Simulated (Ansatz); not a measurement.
**C2F4: geometry relaxation**

- system: C2F4
- method: RKS PBE-D4/def2-SVP (Ansatz 0.2.0)

The geometry comes from this level: GFN2-xTB. Figures and captions count atoms from 1; the log counts them from 0 in places.

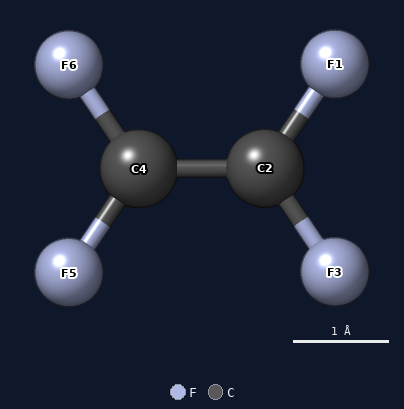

*The structure as given in the input (ball-and-stick view, seen on its broad side; atoms are numbered from 1 in the order of the input).*

**Summary**

- outcome: converged
- total energy: −12917.3608 eV
- mean-field energy: −12917.2698 eV
- SCF solution under orbital rotations: stable
- largest force (length of the vector) at the end: 0.025 eV/Å
- hardware: 4 threads of Intel Xeon @ 2.50GHz (Skylake/Cascade Lake), 64 GiB of memory available, shared host
- wall time: 3 s (CPU time 10 s)
- peak memory: 0.14 GiB

**The input**
```yaml
crystal:
  periodic: [false, false, false]
  atoms:
    - { symbol: F, position_ang: [-1.36088, -0.00645, 1.14498] }
    - { symbol: C, position_ang: [-0.66351, -0.0246, 0.024] }
    - { symbol: F, position_ang: [-1.43665, -0.09722, -1.04384] }
    - { symbol: C, position_ang: [0.66351, 0.02457, -0.024] }
    - { symbol: F, position_ang: [1.36089, 0.00625, -1.14498] }
    - { symbol: F, position_ang: [1.43664, 0.09742, 1.04384] }
basis:
  gaussian: { orbitals: def2-SVP }
hamiltonian:
  xc: pbe
  dispersion: d4
relax:
  f_tol: 0.03
  max_steps: 200
```

Launched with:
```bash
ansatz run input.yaml --threads 4 --pin off --max-ram 10240MiB --backend cpu --events-out ev --progress --plain --runs-dir out
```

**What the program printed**
```
The last accepted step is kept in [file] (removed where the run ends without a failure and the disk answers)
Engine: ansatz 0.2.0, x86_64-unknown-linux-gnu
Functional definition: PBE
  parameter kappa = 0.804
  parameter beta = 0.06672455060314922
  exchange = pbe_x(kappa = kappa, mu = beta*pi^2/3)
  correlation = pbe_c(beta = beta)
908 factors; their error is unknown
mean field evaluation 1: about -12915.7729 eV, gradient 3.1e1 eV
mean field evaluation 2: about -12915.8611 eV, gradient 3.3e1 eV
mean field evaluation 4: about -12917.3181 eV, gradient 1.3e0 eV
mean field evaluation 8: about -12917.2532 eV, gradient 3.7e-3 eV
mean field -12917.25319088 eV, -474.7002991363 hartree, gradient 3.2e-5 eV, S^2 0.000000; 0 other end points of the search recorded, 0 dependent functions left out
the calculation of the forces begins
reference -12917.25320335 eV, -474.7002995944 hartree; 24, 24 occupied and 60, 60 virtual orbitals, 908 factors
relax step   1: F+E_penalty+E_count = -12917.34433618 eV  Δ(F+E_penalty+E_count) = +0.000e0 eV  max|allowed force component| = 9.368e-1 eV/Å  Δτ_max = 0.0000 Å  (24 SCF iters, accepted)
these checks for a lower state are left out or cut short: starts, cluster_reference, orbital_swaps, neighbouring_geometries, increment
908 factors; their error is unknown
mean field evaluation 16: about -12917.3348 eV, gradient 4.4e-3 eV
mean field -12917.26695939 eV, -474.7008051197 hartree, gradient 7.3e-6 eV, S^2 0.000000; 0 other end points of the search recorded, 0 dependent functions left out
the calculation of the forces begins
reference -12917.26697183 eV, -474.7008055767 hartree; 24, 24 occupied and 60, 60 virtual orbitals, 908 factors
relax step   2: F+E_penalty+E_count = -12917.35798081 eV  Δ(F+E_penalty+E_count) = -1.364e-2 eV  max|allowed force component| = 3.045e-1 eV/Å  Δτ_max = 0.0070 Å  (29 SCF iters, accepted)
these checks for a lower state are left out or cut short: starts, cluster_reference, orbital_swaps, neighbouring_geometries, increment
908 factors; their error is unknown
mean field -12917.26980756 eV, -474.7009097880 hartree, gradient 7.1e-6 eV, S^2 0.000000; 0 other end points of the search recorded, 0 dependent functions left out
the calculation of the forces begins
reference -12917.26981996 eV, -474.7009102436 hartree; 24, 24 occupied and 60, 60 virtual orbitals, 908 factors
relax step   3: F+E_penalty+E_count = -12917.36083421 eV  Δ(F+E_penalty+E_count) = -2.853e-3 eV  max|allowed force component| = 2.543e-2 eV/Å  Δτ_max = 0.0074 Å  (29 SCF iters, accepted)
908 factors; their error is unknown
mean field evaluation 32: about -12915.8247 eV, gradient 3.3e1 eV
```

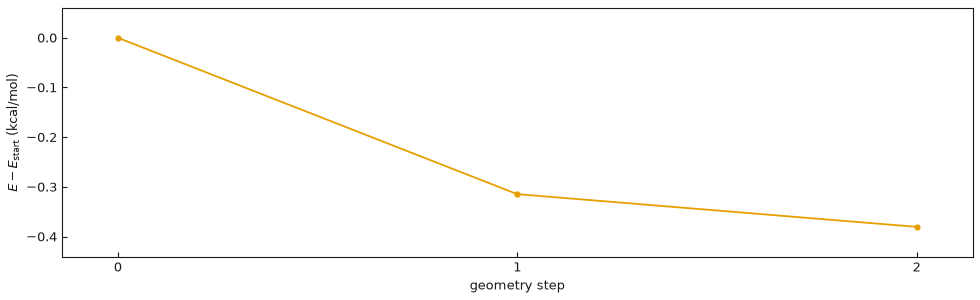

*Progress of the relaxation, step by step (the first geometry is step 0 here and step 1 in the log).*

The energy falls by 0.38 kcal/mol in 2 geometry steps. The largest force component goes from 0.94 to 0.025 eV/Å. The largest moves after the best rigid fit, 0.014 Å, are those of F1, F3, F5 and F6. Largest moves by element: F 0.014 Å, C 0.008 Å. Distances before and after: C2–C4 1.329 → 1.345 Å, C2–F3 1.320 → 1.325 Å. (Atoms are counted from 1 in the order of the input.)

```
mean field -12917.26980756 eV, -474.7009097880 hartree, gradient 8.2e-6 eV, S^2 0.000000; 1 other end points of the search recorded, 0 dependent functions left out
the calculation of the forces begins
reference -12917.26981996 eV, -474.7009102436 hartree; 24, 24 occupied and 60, 60 virtual orbitals, 908 factors
Total energy: -12917.36084661 eV, -474.7042554113 hartree
Atom 0 at    -1.356722    -0.005660     1.157869 Å, force     0.020741     0.000471    -0.006402 eV/Å
Atom 1 at    -0.671351    -0.024894     0.024276 Å, force    -0.025431    -0.000859     0.000728 eV/Å
Atom 2 at    -1.433385    -0.097733    -1.056994 Å, force     0.021140     0.000995     0.004984 eV/Å
Atom 3 at     0.671352     0.024863    -0.024276 Å, force     0.025413     0.001035    -0.000732 eV/Å
Atom 4 at     1.356722     0.005681    -1.157870 Å, force    -0.020732    -0.000610     0.006404 eV/Å
Atom 5 at     1.433384     0.097713     1.056995 Å, force    -0.021131    -0.001033    -0.004982 eV/Å
Dipole moment:     0.000000    -0.000003    -0.000000 e Å
```

**Trajectory as extended XYZ (Å, eV, eV/Å), 3 frames, from step=1 to step=3**
```
6
Properties=species:S:1:pos:R:3:forces:R:3 step=1 energy=-12917.34434
F    -1.3609   -0.0065    1.1450    0.0248   0.0150   0.3444
C    -0.6635   -0.0246    0.0240   -0.9365  -0.0347   0.0331
F    -1.4366   -0.0972   -1.0438    0.0012  -0.0141  -0.3448
C     0.6635    0.0246   -0.0240    0.9368   0.0349  -0.0331
F     1.3609    0.0063   -1.1450   -0.0250  -0.0146  -0.3441
F     1.4366    0.0974    1.0438   -0.0013   0.0135   0.3445
6
Properties=species:S:1:pos:R:3:forces:R:3 step=2 energy=-12917.35798
F    -1.3612   -0.0061    1.1519    0.0506   0.0074   0.1339
C    -0.6692   -0.0248    0.0242   -0.3044  -0.0114   0.0105
F    -1.4374   -0.0976   -1.0508    0.0413  -0.0040  -0.1369
C     0.6692    0.0248   -0.0242    0.3045   0.0113  -0.0105
F     1.3612    0.0060   -1.1519   -0.0507  -0.0072  -0.1337
F     1.4374    0.0977    1.0508   -0.0414   0.0039   0.1368
6
Properties=species:S:1:pos:R:3:forces:R:3 step=3 energy=-12917.36083
F    -1.3567   -0.0057    1.1579    0.0207   0.0005  -0.0064
C    -0.6714   -0.0249    0.0243   -0.0254  -0.0009   0.0007
F    -1.4334   -0.0977   -1.0570    0.0211   0.0010   0.0050
C     0.6714    0.0249   -0.0243    0.0254   0.0010  -0.0007
F     1.3567    0.0057   -1.1579   -0.0207  -0.0006   0.0064
F     1.4334    0.0977    1.0570   -0.0211  -0.0010  -0.0050
```
